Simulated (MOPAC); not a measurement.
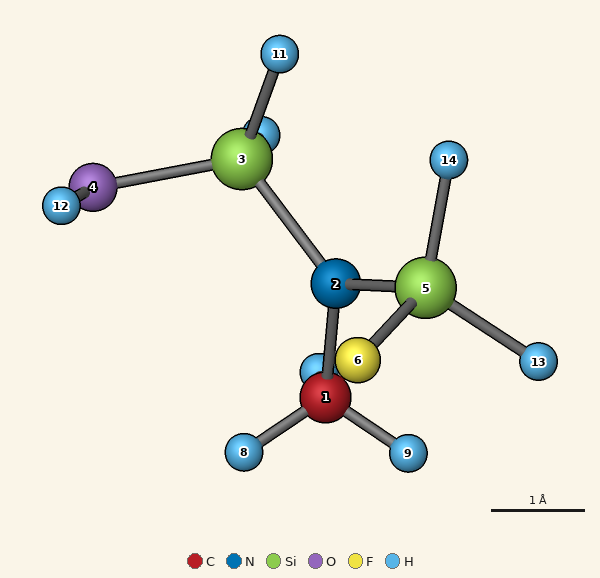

Figure 1. The structure as given in the input (ball-and-stick view, seen at a tilt; atoms are numbered from 1 in the order of the input). Bond lengths as drawn: C–H 1.08 to 1.09 Å, C–N 1.48 Å, F–Si 1.61 Å, H–O 0.94 Å, H–Si 1.48 Å, N–Si 1.70 to 1.74 Å and O–Si 1.64 Å.

**Geometry relaxation, with input and output: CH$_{8}$FNOSi$_{2}$ (part 1 of 2)**

The run: geometry relaxation of CH$_{8}$FNOSi$_{2}$. Method and program: PM6-D3, closed shell, dispersion D3 (MOPAC 23.2.5).

The atoms were displaced at random from an optimised geometry.

### The input (mol.mop)
```
pm6-d3 disp mullik bonds gnorm=0.05 cycles=300 ef aux(precision=6) threads=1

CN([SiH2]O)[SiH2]F
C     -0.585966    -1.213829    -0.859236
N     -0.270861    -0.115386     0.078904
Si     1.269748    -0.189166     0.885203
O      2.558102    -0.130841    -0.119935
Si    -1.343950     1.202598     0.173000
F     -1.188381     2.190113    -1.088976
H     -0.263652    -2.157355    -0.430729
H     -0.091054    -1.083204    -1.823065
H     -1.659224    -1.260799    -1.009057
H      1.390513    -1.525429     1.509224
H      1.272330     0.921488     1.862984
H      2.661300     0.648943    -0.626168
H     -2.734230     0.713389     0.087132
H     -1.041376     2.002197     1.378190
```

Hardware: 1 thread of AMD EPYC (Zen 3), 128 GiB of memory available, shared host.

Launch command:
```bash
mopac mol.mop
```

### The program's output
```
MOPAC v23.2.5
PM6-D3 CALCULATION RESULTS

 *  PM6-D3     - CORRECT DISPERSION USING D3 METHOD
 *  EF         - USE EF ROUTINE FOR MINIMUM SEARCH
 *  THREADS=1  - MULTI-THREADING NOT USED
 *  CYCLES=    - DO A MAXIMUM OF 300 STEPS
 *  GNORM      - EXIT WHEN GRADIENT NORM DROPS BELOW 0.050
 *  AUX        - OUTPUT AUXILIARY INFORMATION
 *  DISP       - PRINT DISPERSION AND HYDROGEN BOND ENERGIES
 *  BONDS      - FINAL BOND-ORDER MATRIX TO BE PRINTED
 *  MULLIK     - THE MULLIKEN ANALYSIS TO BE PERFORMED
pm6-d3 disp mullik bonds gnorm=0.05 cycles=300 ef aux(precision=6) threads=1

 CN([SiH2]O)[SiH2]F
   ATOM   CHEMICAL          X               Y               Z
  NUMBER   SYMBOL      (ANGSTROMS)     (ANGSTROMS)     (ANGSTROMS)

     1       C         -0.58596600  *  -1.21382900  *  -0.85923600  *
     2       N         -0.27086100  *  -0.11538600  *   0.07890400  *
     3      Si          1.26974800  *  -0.18916600  *   0.88520300  *
     4       O          2.55810200  *  -0.13084100  *  -0.11993500  *
     5      Si         -1.34395000  *   1.20259800  *   0.17300000  *
     6       F         -1.18838100  *   2.19011300  *  -1.08897600  *
     7       H         -0.26365200  *  -2.15735500  *  -0.43072900  *
     8       H         -0.09105400  *  -1.08320400  *  -1.82306500  *
     9       H         -1.65922400  *  -1.26079900  *  -1.00905700  *
    10       H          1.39051300  *  -1.52542900  *   1.50922400  *
    11       H          1.27233000  *   0.92148800  *   1.86298400  *
    12       H          2.66130000  *   0.64894300  *  -0.62616800  *
    13       H         -2.73423000  *   0.71338900  *   0.08713200  *
    14       H         -1.04137600  *   2.00219700  *   1.37819000  *

          CARTESIAN COORDINATES

    NO.       ATOM           X           Y           Z

     1         C         -0.5860     -1.2138     -0.8592
     2         N         -0.2709     -0.1154      0.0789
     3        Si          1.2697     -0.1892      0.8852
     4         O          2.5581     -0.1308     -0.1199
     5        Si         -1.3439      1.2026      0.1730
     6         F         -1.1884      2.1901     -1.0890
     7         H         -0.2637     -2.1574     -0.4307
     8         H         -0.0911     -1.0832     -1.8231
     9         H         -1.6592     -1.2608     -1.0091
    10         H          1.3905     -1.5254      1.5092
    11         H          1.2723      0.9215      1.8630
    12         H          2.6613      0.6489     -0.6262
    13         H         -2.7342      0.7134      0.0871
    14         H         -1.0414      2.0022      1.3782

           Empirical Formula: C H8 N O Si2 F  =    14 atoms

      MOLECULAR POINT GROUP   :   C1

      RHF CALCULATION, NO. OF DOUBLY OCCUPIED LEVELS = 19

          Geometry optimization using EF

          DIAGONAL MATRIX USED AS START HESSIAN
```

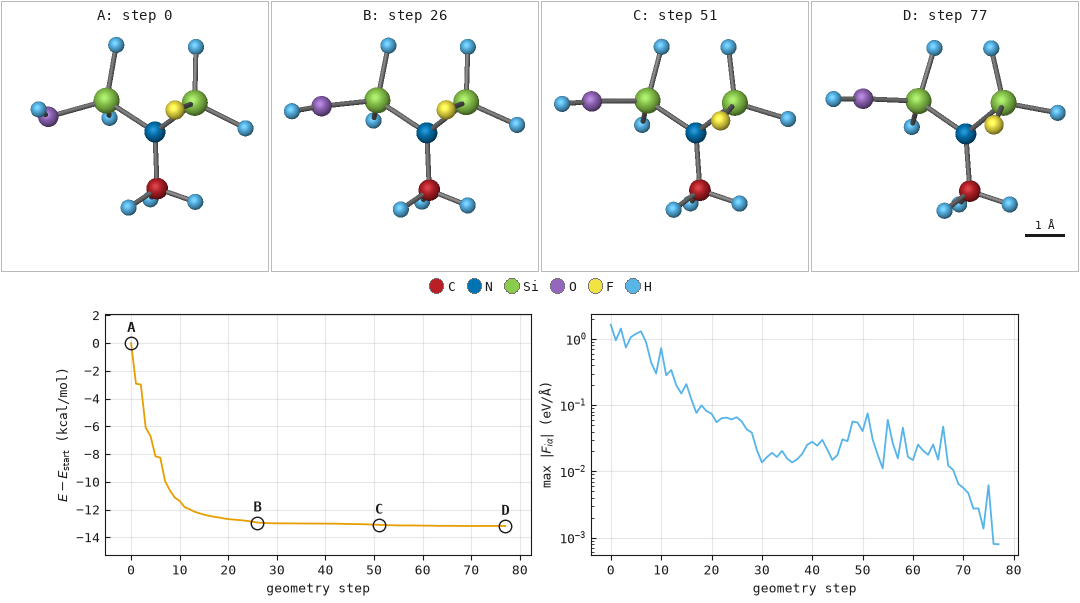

Figure 2. Frames of the relaxation (ball-and-stick view, seen at a tilt) above the curves, on which the letters mark them (steps are counted from 0).

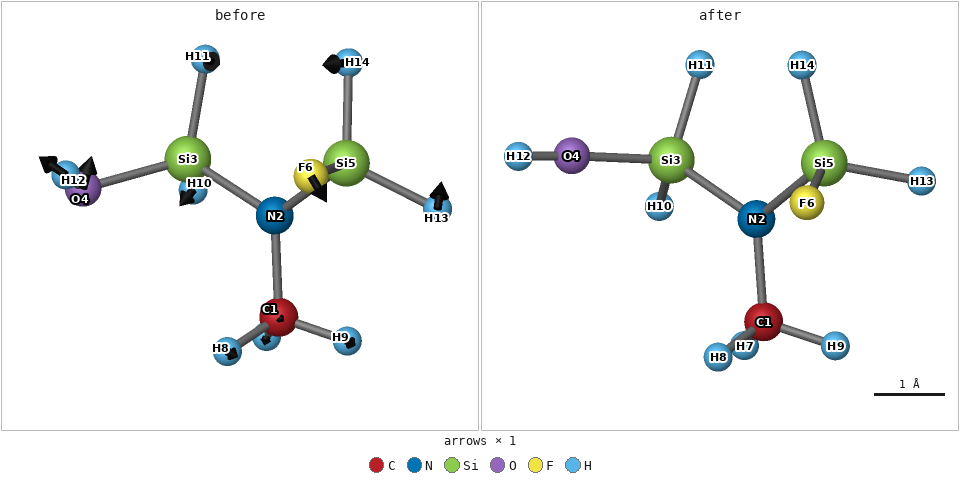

Figure 3. Before (left) and after (right) the relaxation, at one scale (ball-and-stick view, seen at a tilt). The black arrows give the displacements, at true length. Over 77 geometry steps the energy falls by 13.2 kcal/mol. The largest force component goes from 1.6 to 0.00079 eV/Å. The largest move after the best rigid fit is that of H14, 0.55 Å. Largest moves by element: H 0.55 Å, O 0.52 Å, F 0.45 Å, C 0.10 Å, Si 0.07 Å, N 0.06 Å. Among the contacts that change: Si3–O4 1.635 → 1.575 Å, O4–H12 0.935 → 0.892 Å, N2–Si5 1.702 → 1.741 Å, Si3–H10 1.480 → 1.449 Å. Among the angles that change: Si3–O4–H12 116.7° → 173.0°, O4–Si3–H11 112.2° → 105.5°, Si3–N2–Si5 124.4° → 121.4°. (Atoms are counted from 1 in the order of the input.)

```
 CYCLE:     1 TIME:   0.016 TIME LEFT:  2.00D  GRAD.:    77.565 HEAT: -200.7577
 CYCLE:     2 TIME:   0.012 TIME LEFT:  2.00D  GRAD.:    48.297 HEAT: -203.6885
 CYCLE:     3 TIME:   0.008 TIME LEFT:  2.00D  GRAD.:    77.856 HEAT: -203.7391
 CYCLE:     4 TIME:   0.004 TIME LEFT:  2.00D  GRAD.:    35.458 HEAT: -206.8483
 CYCLE:     5 TIME:   0.008 TIME LEFT:  2.00D  GRAD.:    59.520 HEAT: -207.4603
 CYCLE:     6 TIME:   0.008 TIME LEFT:  2.00D  GRAD.:    62.560 HEAT: -208.9121
 CYCLE:     7 TIME:   0.008 TIME LEFT:  2.00D  GRAD.:    63.378 HEAT: -209.0125
 CYCLE:     8 TIME:   0.008 TIME LEFT:  2.00D  GRAD.:    39.230 HEAT: -210.7140
 CYCLE:     9 TIME:   0.012 TIME LEFT:  2.00D  GRAD.:    23.611 HEAT: -211.3830
 CYCLE:    10 TIME:   0.008 TIME LEFT:  2.00D  GRAD.:    16.666 HEAT: -211.8919
 CYCLE:    11 TIME:   0.004 TIME LEFT:  2.00D  GRAD.:    31.148 HEAT: -212.1316
 CYCLE:    12 TIME:   0.008 TIME LEFT:  2.00D  GRAD.:    17.606 HEAT: -212.5757
 CYCLE:    13 TIME:   0.008 TIME LEFT:  2.00D  GRAD.:    16.434 HEAT: -212.7220
 CYCLE:    14 TIME:   0.004 TIME LEFT:  2.00D  GRAD.:     8.388 HEAT: -212.8996
 CYCLE:    15 TIME:   0.008 TIME LEFT:  2.00D  GRAD.:     8.216 HEAT: -213.0156
 CYCLE:    16 TIME:   0.008 TIME LEFT:  2.00D  GRAD.:     9.052 HEAT: -213.1147
 CYCLE:    17 TIME:   0.008 TIME LEFT:  2.00D  GRAD.:     6.371 HEAT: -213.2005
 CYCLE:    18 TIME:   0.008 TIME LEFT:  2.00D  GRAD.:     5.279 HEAT: -213.2666
 CYCLE:    19 TIME:   0.004 TIME LEFT:  2.00D  GRAD.:     5.335 HEAT: -213.3161
 CYCLE:    20 TIME:   0.008 TIME LEFT:  2.00D  GRAD.:     5.349 HEAT: -213.3860
 CYCLE:    21 TIME:   0.004 TIME LEFT:  2.00D  GRAD.:     4.374 HEAT: -213.4376
 CYCLE:    22 TIME:   0.008 TIME LEFT:  2.00D  GRAD.:     3.761 HEAT: -213.4714
 CYCLE:    23 TIME:   0.008 TIME LEFT:  2.00D  GRAD.:     3.436 HEAT: -213.4995
 CYCLE:    24 TIME:   0.004 TIME LEFT:  2.00D  GRAD.:     3.497 HEAT: -213.5318
 CYCLE:    25 TIME:   0.008 TIME LEFT:  2.00D  GRAD.:     3.886 HEAT: -213.5751
 CYCLE:    26 TIME:   0.004 TIME LEFT:  2.00D  GRAD.:     3.920 HEAT: -213.6251
 CYCLE:    27 TIME:   0.008 TIME LEFT:  2.00D  GRAD.:     3.351 HEAT: -213.6869
 CYCLE:    28 TIME:   0.008 TIME LEFT:  2.00D  GRAD.:     2.491 HEAT: -213.7091
 CYCLE:    29 TIME:   0.008 TIME LEFT:  2.00D  GRAD.:     2.619 HEAT: -213.7281
 CYCLE:    30 TIME:   0.004 TIME LEFT:  2.00D  GRAD.:     1.440 HEAT: -213.7363
 CYCLE:    31 TIME:   0.008 TIME LEFT:  2.00D  GRAD.:     0.867 HEAT: -213.7410
 CYCLE:    32 TIME:   0.004 TIME LEFT:  2.00D  GRAD.:     0.891 HEAT: -213.7427
 CYCLE:    33 TIME:   0.008 TIME LEFT:  2.00D  GRAD.:     1.044 HEAT: -213.7462
 CYCLE:    34 TIME:   0.008 TIME LEFT:  2.00D  GRAD.:     0.866 HEAT: -213.7479
 CYCLE:    35 TIME:   0.008 TIME LEFT:  2.00D  GRAD.:     1.193 HEAT: -213.7507
 CYCLE:    36 TIME:   0.004 TIME LEFT:  2.00D  GRAD.:     0.674 HEAT: -213.7530
 CYCLE:    37 TIME:   0.008 TIME LEFT:  2.00D  GRAD.:     0.563 HEAT: -213.7546
 CYCLE:    38 TIME:   0.008 TIME LEFT:  2.00D  GRAD.:     0.844 HEAT: -213.7578
 CYCLE:    39 TIME:   0.004 TIME LEFT:  2.00D  GRAD.:     1.187 HEAT: -213.7605
 CYCLE:    40 TIME:   0.008 TIME LEFT:  2.00D  GRAD.:     1.452 HEAT: -213.7622
 CYCLE:    41 TIME:   0.008 TIME LEFT:  2.00D  GRAD.:     1.526 HEAT: -213.7638
 CYCLE:    42 TIME:   0.008 TIME LEFT:  2.00D  GRAD.:     1.393 HEAT: -213.7667
 CYCLE:    43 TIME:   0.008 TIME LEFT:  2.00D  GRAD.:     1.982 HEAT: -213.7680
 CYCLE:    44 TIME:   0.004 TIME LEFT:  2.00D  GRAD.:     1.357 HEAT: -213.7745
 CYCLE:    45 TIME:   0.008 TIME LEFT:  2.00D  GRAD.:     0.772 HEAT: -213.7828
 CYCLE:    46 TIME:   0.008 TIME LEFT:  2.00D  GRAD.:     0.999 HEAT: -213.7878
 CYCLE:    47 TIME:   0.008 TIME LEFT:  2.00D  GRAD.:     2.160 HEAT: -213.7967
 CYCLE:    48 TIME:   0.008 TIME LEFT:  2.00D  GRAD.:     1.811 HEAT: -213.8024
 CYCLE:    49 TIME:   0.008 TIME LEFT:  2.00D  GRAD.:     3.405 HEAT: -213.8072
 CYCLE:    50 TIME:   0.004 TIME LEFT:  2.00D  GRAD.:     3.092 HEAT: -213.8271
 CYCLE:    51 TIME:   0.008 TIME LEFT:  2.00D  GRAD.:     2.081 HEAT: -213.8349
 CYCLE:    52 TIME:   0.012 TIME LEFT:  2.00D  GRAD.:     3.739 HEAT: -213.8507
 CYCLE:    53 TIME:   0.008 TIME LEFT:  2.00D  GRAD.:     1.894 HEAT: -213.8645
 CYCLE:    54 TIME:   0.012 TIME LEFT:  2.00D  GRAD.:     0.999 HEAT: -213.8765
 CYCLE:    55 TIME:   0.008 TIME LEFT:  2.00D  GRAD.:     0.745 HEAT: -213.8850
 CYCLE:    56 TIME:   0.008 TIME LEFT:  2.00D  GRAD.:     2.547 HEAT: -213.8932
 CYCLE:    57 TIME:   0.004 TIME LEFT:  2.00D  GRAD.:     1.039 HEAT: -213.8961
 CYCLE:    58 TIME:   0.008 TIME LEFT:  2.00D  GRAD.:     0.703 HEAT: -213.8968
 CYCLE:    59 TIME:   0.008 TIME LEFT:  2.00D  GRAD.:     2.287 HEAT: -213.8929
 CYCLE:    60 TIME:   0.008 TIME LEFT:  2.00D  GRAD.:     0.942 HEAT: -213.9029
 CYCLE:    61 TIME:   0.008 TIME LEFT:  2.00D  GRAD.:     0.631 HEAT: -213.9067
 CYCLE:    62 TIME:   0.008 TIME LEFT:  2.00D  GRAD.:     1.076 HEAT: -213.9116
 CYCLE:    63 TIME:   0.008 TIME LEFT:  2.00D  GRAD.:     0.962 HEAT: -213.9137
 CYCLE:    64 TIME:   0.008 TIME LEFT:  2.00D  GRAD.:     0.856 HEAT: -213.9217
 CYCLE:    65 TIME:   0.004 TIME LEFT:  2.00D  GRAD.:     1.336 HEAT: -213.9215
 CYCLE:    66 TIME:   0.008 TIME LEFT:  2.00D  GRAD.:     0.838 HEAT: -213.9236
 CYCLE:    67 TIME:   0.008 TIME LEFT:  2.00D  GRAD.:     2.227 HEAT: -213.9231
 CYCLE:    68 TIME:   0.008 TIME LEFT:  2.00D  GRAD.:     0.483 HEAT: -213.9276
 CYCLE:    69 TIME:   0.008 TIME LEFT:  2.00D  GRAD.:     0.438 HEAT: -213.9288
 CYCLE:    70 TIME:   0.008 TIME LEFT:  2.00D  GRAD.:     0.442 HEAT: -213.9317
 CYCLE:    71 TIME:   0.004 TIME LEFT:  2.00D  GRAD.:     0.361 HEAT: -213.9317
 CYCLE:    72 TIME:   0.008 TIME LEFT:  2.00D  GRAD.:     0.228 HEAT: -213.9315
 CYCLE:    73 TIME:   0.008 TIME LEFT:  2.00D  GRAD.:     0.137 HEAT: -213.9314
 CYCLE:    74 TIME:   0.008 TIME LEFT:  2.00D  GRAD.:     0.186 HEAT: -213.9307
 CYCLE:    75 TIME:   0.004 TIME LEFT:  2.00D  GRAD.:     0.081 HEAT: -213.9311
 CYCLE:    76 TIME:   0.008 TIME LEFT:  2.00D  GRAD.:     0.433 HEAT: -213.9322
 CYCLE:    77 TIME:   0.008 TIME LEFT:  2.00D  GRAD.:     0.053 HEAT: -213.9314
 CYCLE:    78 TIME:   0.008 TIME LEFT:  2.00D  GRAD.:     0.048 HEAT: -213.9314

     GRADIENT =  0.04753 IS LESS THAN CUTOFF =  0.05000

 -------------------------------------------------------------------------------
 pm6-d3 disp mullik bonds gnorm=0.05 cycles=300 ef aux(precision=6) threads=1

 CN([SiH2]O)[SiH2]F

     GEOMETRY OPTIMISED USING EIGENVECTOR FOLLOWING (EF).
     SCF FIELD WAS ACHIEVED

                              PM6-D3 CALCULATION

          FINAL HEAT OF FORMATION =       -213.93138 KCAL/MOL =    -895.08889 KJ/MOL

          TOTAL ENERGY            =     -30545.40463 KCAL/MOL = ELECTRONIC ENERGY + CORE-CORE REPULSION
          ENERGY OF ATOMS         =      30335.17878 KCAL/MOL
                              SUM =       -210.22585 KCAL/MOL
          DISPERSION ENERGY       =         -3.15696 KCAL/MOL
          H-BOND ENERGY           =         -0.08532 KCAL/MOL
          MM CORRECTION FOR >N-   =         -0.46325 KCAL/MOL
                              SUM =       -213.93138 KCAL/MOL = FINAL HEAT OF FORMATION

          TOTAL ENERGY            =      -1324.57411 EV
          ELECTRONIC ENERGY       =      -4294.44685 EV
          CORE-CORE REPULSION     =       2969.87274 EV
          COSMO AREA              =        155.57 SQUARE ANGSTROMS
          COSMO VOLUME            =        155.07 CUBIC ANGSTROMS

          GRADIENT NORM           =          0.04753          =       0.01270 PER ATOM
          IONIZATION POTENTIAL    =         10.004728 EV
          HOMO LUMO ENERGIES (EV) =        -10.005  0.407
          NO. OF FILLED LEVELS    =         19
          MOLECULAR WEIGHT        =        125.2497         POINT GROUP:  C1

          MOLECULAR DIMENSIONS (Angstroms)

            Atom       Atom       Distance
            H    13    H    12     5.89191
            H    14    H     7     4.70210
            H    11    F     6     3.94894

          SCF CALCULATIONS        =         82

          WALL-CLOCK TIME         =      0.582 SECONDS
          COMPUTATION TIME        =      0.501 SECONDS

   ATOM   CHEMICAL          X               Y               Z
  NUMBER   SYMBOL      (ANGSTROMS)     (ANGSTROMS)     (ANGSTROMS)

     1       C         -0.69626647  *  -1.22415649  *  -0.89760984  *
     2       N         -0.26974070  *  -0.15569157  *   0.05838771  *
     3      Si          1.26817603  *  -0.29352254  *   0.87323433  *
     4       O          2.54398184  *   0.19905612  *   0.09214904  *
     5      Si         -1.23368227  *   1.28945132  *   0.17826778  *
     6       F         -1.39341736  *   2.01168579  *  -1.23228194  *
     7       H         -0.32748977  *  -2.22033196  *  -0.58612284  *
     8       H         -0.31796832  *  -1.02440702  *  -1.91827445  *
     9       H         -1.79966362  *  -1.30253754  *  -0.95079560  *
    10       H          1.50757503  *  -1.69664392  *   1.14490556  *
    11       H          1.22397598  *   0.50407648  *   2.08454497  *
    12       H          3.19801609  *   0.51609135  *  -0.42524316  *
    13       H         -2.59344740  *   0.95652947  *   0.56448619  *
    14       H         -0.60713705  *   2.26503061  *   1.05652203  *

                             CARTESIAN COORDINATES
```
